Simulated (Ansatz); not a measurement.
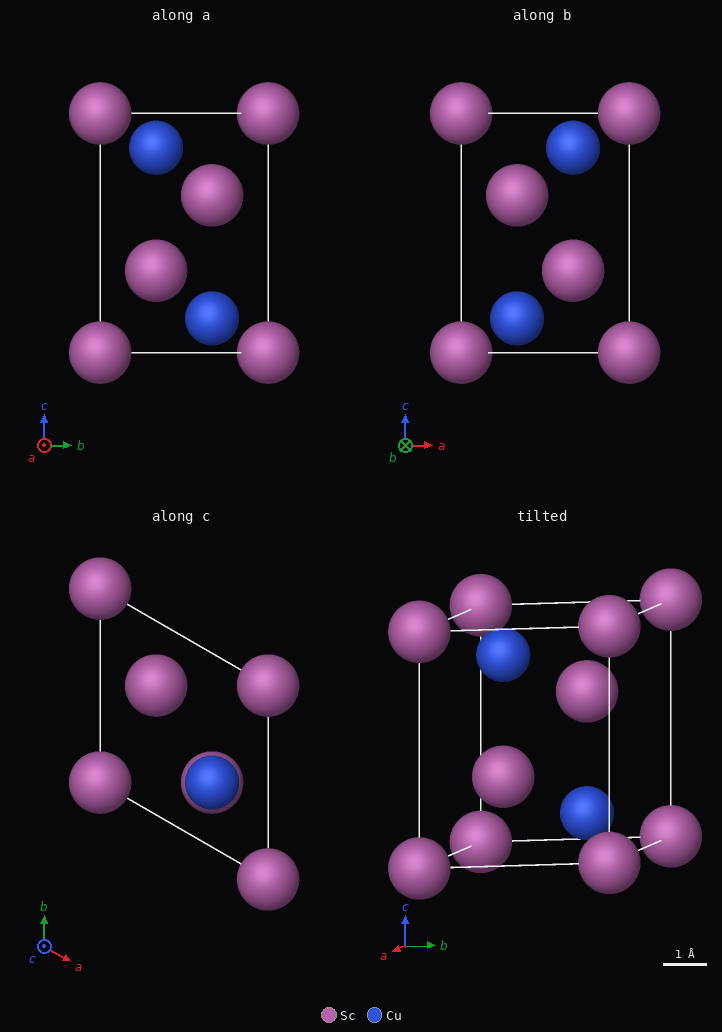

Spheres-only drawing of the structure, looking along the a axis, along the b axis, along the c axis and slightly off an axis. The lines enclose the conventional unit cell; boundary atoms appear with their images.

Lattice parameters: a = 4.5327 Å, b = 4.5327 Å, c = 5.5913 Å, α = 90.000°, β = 90.000°, γ = 120.000°.

**Reconstruct the structure as a CIF with its space group and independent sites, with free fractional coordinates to two decimals.**

```cif
data_structure
_symmetry_space_group_name_H-M 'P -3 m 1'
_symmetry_Int_Tables_number 164
_cell_length_a 4.5327
_cell_length_b 4.5327
_cell_length_c 5.5913
_cell_angle_alpha 90.000
_cell_angle_beta 90.000
_cell_angle_gamma 120.000
_cell_volume 99.49
loop_
_atom_site_label
_atom_site_type_symbol
_atom_site_symmetry_multiplicity
_atom_site_Wyckoff_symbol
_atom_site_fract_x
_atom_site_fract_y
_atom_site_fract_z
_atom_site_occupancy
Sc1 Sc 1 a 0.00 0.00 0.00 1
Sc2 Sc 2 d 0.3333 0.6667 0.66 1
Cu1 Cu 2 d 0.3333 0.6667 0.14 1
```

Starting structure: a structure type filled with these elements by a generator (whether the compound takes this form wasn't checked). Atoms and cell were optimised with DFT PBE, scalar-relativistic, plane waves, PAW in Ansatz 0.2.0.
